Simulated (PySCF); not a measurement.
# Excited-state calculation, with input and output: C4H5F3O

The run: excited-state calculation of C4H5F3O, SMILES OC1(C(F)(F)F)CC1. Method and program: TDDFT PBE0/def2-SVPD, vertical, gas phase, core orbitals frozen in the response (PySCF 2.14.0).

The geometry comes from this level: GFN2-xTB.

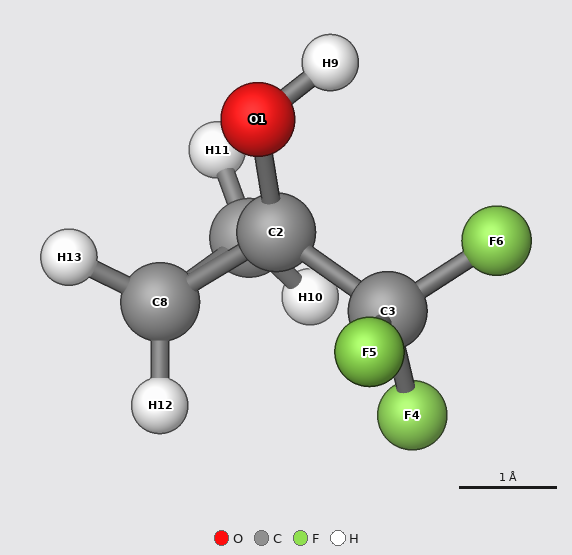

The input geometry (ball-and-stick view, seen at a tilt; atoms are numbered from 1 in the order of the input). Bond lengths as drawn: C–C 1.50 to 1.52 Å, C–F 1.34 to 1.35 Å, C–H 1.08 Å, C–O 1.39 Å and H–O 0.97 Å.

## Key numbers

| quantity | value |
| --- | --- |
| outcome | converged |
| total energy | −529.265094 hartree |
| HOMO | −8.38 eV |
| LUMO | 0.46 eV |
| dipole moment | 2.29 D |
| mean polarisability | 52.82 a.u. |
| lowest singlet excitation | 7.46 eV |
| hardware | 1 CPU thread, shared host |
| wall time | 35 s |
| peak memory | 0.85 GiB |

## The input
```
{"job": {"kind": "uv", "xc": "PBE0", "basis": "def2-SVPD", "nstates": 6, "ntriplets": 2}, "charge": 0, "multiplicity": 1}
O     -0.438496    -1.501159     0.796672
C     -0.098871    -0.297626     0.200840
C     -1.273255     0.360074    -0.497793
F     -0.932052     1.471519    -1.163118
F     -2.257617     0.700555     0.343123
F     -1.821781    -0.477174    -1.403052
C      1.270393    -0.094187    -0.392169
C      0.894950     0.581539     0.894758
H     -0.681265    -2.152593     0.125168
H      1.360009     0.502639    -1.286371
H      1.946384    -0.933225    -0.340490
H      0.718029     1.645640     0.893201
H      1.309183     0.194483     1.811505
```

The first line tells a small driver script what to run in PySCF; the rest is the geometry in Å.

Launch command:
```bash
OMP_NUM_THREADS=1 python <driver script> task.json out
```

## Log
```
coarse grid: 11792 points
cycle   1  E = -529.0143205654  dE =  1.373e+00  |g| = 9.787e-01  |ddm| = 5.093e+00
cycle   2  E = -528.8147196075  dE =  1.996e-01  |g| = 1.481e+00  |ddm| = 3.187e+00
cycle   3  E = -529.1870821792  dE = -3.724e-01  |g| = 6.985e-02  |ddm| = 2.159e+00
cycle   4  E = -529.1877408362  dE = -6.587e-04  |g| = 4.405e-02  |ddm| = 2.047e-01
cycle   5  E = -529.1881679342  dE = -4.271e-04  |g| = 7.953e-03  |ddm| = 7.943e-02
cycle   6  E = -529.1881783191  dE = -1.038e-05  |g| = 3.074e-03  |ddm| = 1.932e-02
cycle   7  E = -529.1881800296  dE = -1.710e-06  |g| = 4.496e-04  |ddm| = 4.485e-03
final grid: 117712 points
cycle   8  E = -529.2650767810  dE = -4.664e-05  |g| = 9.226e-03  |ddm| = 1.517e-01
cycle   9  E = -529.2650606952  dE =  1.609e-05  |g| = 1.323e-02  |ddm| = 3.179e-02
cycle  10  E = -529.2650941607  dE = -3.347e-05  |g| = 7.723e-04  |ddm| = 1.694e-02
cycle  11  E = -529.2650942771  dE = -1.165e-07  |g| = 2.650e-04  |ddm| = 1.774e-03
cycle  12  E = -529.2650942910  dE = -1.381e-08  |g| = 6.524e-05  |ddm| = 5.037e-04
cycle  13  E = -529.2650942916  dE = -6.380e-10  |g| = 2.179e-05  |ddm| = 1.067e-04
```

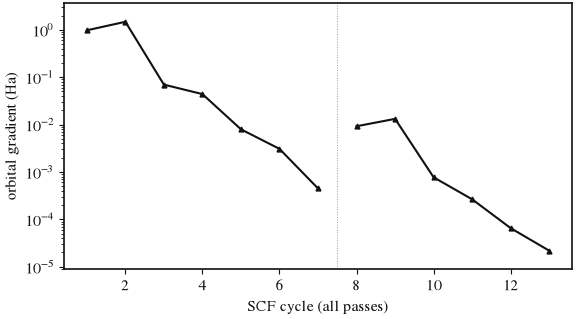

Convergence of the self-consistent field: orbital gradient against the SCF cycle. The dotted line marks the change from a coarse to the final integration grid. The first 7 cycles use a coarse grid, the final grid takes over at cycle 8, and the field converges after 13 cycles in all.

```
converged SCF energy = -529.2650942916

Static polarisability (au): isotropic 52.823, principal 50.413 51.687 56.368

Singlet excitations
state   eV       nm        f      main configurations
  1   7.4581    166.2   0.00690   H->L 0.95
  2   8.2954    149.5   0.01526   H->L+1 0.84
  3   8.3557    148.4   0.01677   H-1->L 0.91
  4   8.5136    145.6   0.00733   H->L+2 0.70, H->L+1 0.11, H->L+3 0.10
  5   8.7032    142.5   0.01278   H->L+3 0.77, H->L+2 0.17
  6   8.9987    137.8   0.00568   H-1->L+1 0.91

Triplet excitations (Tamm-Dancoff, eV): 7.1780 8.0796
```

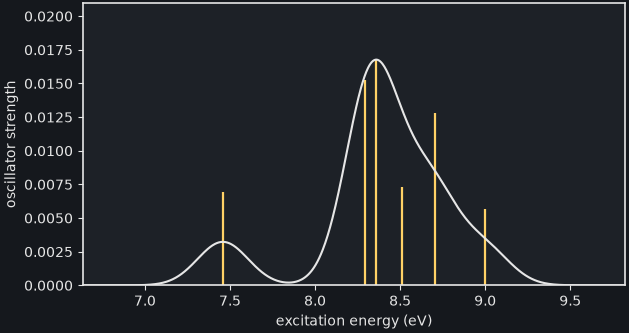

Computed excitations as sticks (degenerate states added up, dark ones marked on the axis), with a Gaussian envelope of 0.35 eV full width at half maximum, scaled to the tallest. Of the 6 states the lowest lies at 7.46 eV (f = 0.007); the strongest line is at 8.36 eV, or 148 nm (f = 0.017).

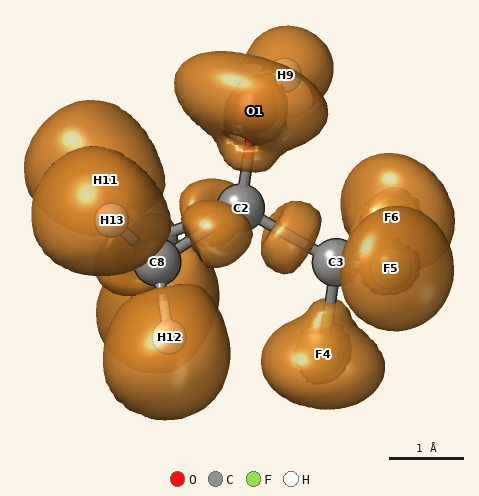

Isosurface of the ELF at 0.75 (orange), seen face on. Only the valence region is drawn (cores and ρ < 0.01 e/Å³ removed). C–O (1.39 Å): the ELF peaks at about 0.90 between the atoms (a shared but strongly polarised pair).

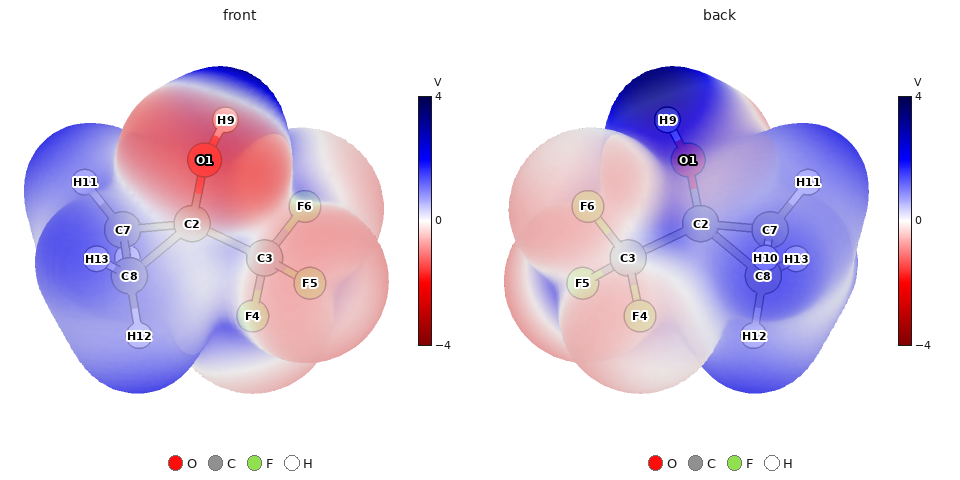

The molecular electrostatic potential painted on the density surface at 0.004 e/bohr³, seen at a tilt and from behind; the colour scale runs from red (negative) to blue (positive).

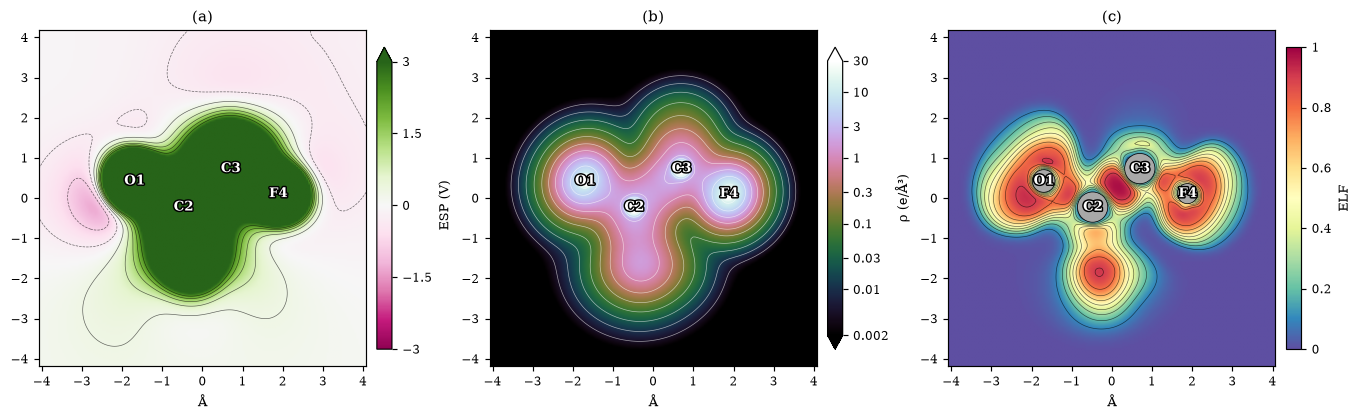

(a) electrostatic potential; (b) electron density; (c) ELF on the plane of atoms C2, C3 and F4. Grey discs, where drawn, cover atomic cores. Atoms in the plane: O, C and F. C–F (1.34 Å): ρ is about 2.4 e/Å³ halfway; the ELF peaks at about 0.85 between the atoms, which marks a polar covalent bond. C–O (1.39 Å): ρ at the midpoint is about 2.2 e/Å³, with its minimum of 1.9 e/Å³ about 0.5 Å from C; the ELF peaks at about 0.90 between the atoms (a polar covalent bond).
